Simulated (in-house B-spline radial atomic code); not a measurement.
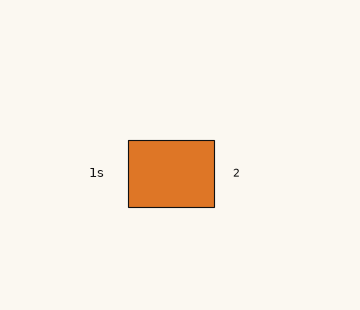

The outer shells of the closed core: a box for each of the 2l + 1 orbitals, shaded by the share of the shell that is filled, with the electron count at the right.

F⁵⁺: many-body perturbation calculation

- system: F⁵⁺, core 1s2.
- method: configuration interaction of two valence electrons with many-body perturbation theory for the core (screened one- and two-electron correlation potentials), Breit and QED, no-pair Dirac, B-spline basis (in-house B-spline radial atomic code)

Input file:
```
basis_form = 3
Z = 9
core_configuration = 1s2
rms_radius = 2.8976
mass_number = 19
speed_of_light = 137.035999084
box_radius = 12.857
lmax = 6
intervals = 64
virtual_cutoff = 300.0
```

Hardware: 1 CPU thread, shared host.

The run was one of a batch that the task file lists, launched with:
```bash
python <driver script> task.json out
```

The program writes its results to a structured record and prints no log; tables and figures of this report are taken from that record.

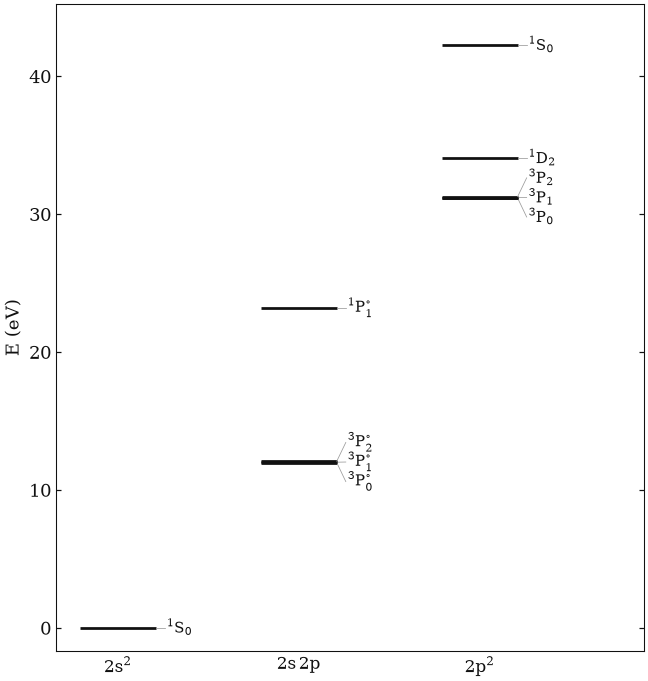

Levels of F⁵⁺, two electrons outside the core 1s². CI+MBPT: configuration interaction in the frozen-core Dirac–Hartree–Fock potential with screened core-valence correlation, Breit and QED terms; computed with a B-spline radial code. The lowest level is 2s² ¹S₀. The first excited level, 2s 2p ³P°₀, lies at 12.0 eV. It is also the lowest level of opposite parity. The ionisation energy is 157.1 eV, against 157.1 eV from CI without core-valence correlation and a measured value of 157.2 eV.

```tsv
Level	E (eV)
2s² ¹S₀	0
2s 2p ³P°₀	11.97
2s 2p ³P°₁	12.00
2s 2p ³P°₂	12.07
2s 2p ¹P°₁	23.19
2p² ³P₀	31.16
2p² ³P₁	31.19
2p² ³P₂	31.25
2p² ¹D₂	34.05
2p² ¹S₀	42.25
```

Results in brief:

```
 quantity      value
  outcome  converged
wall time       58 s
```
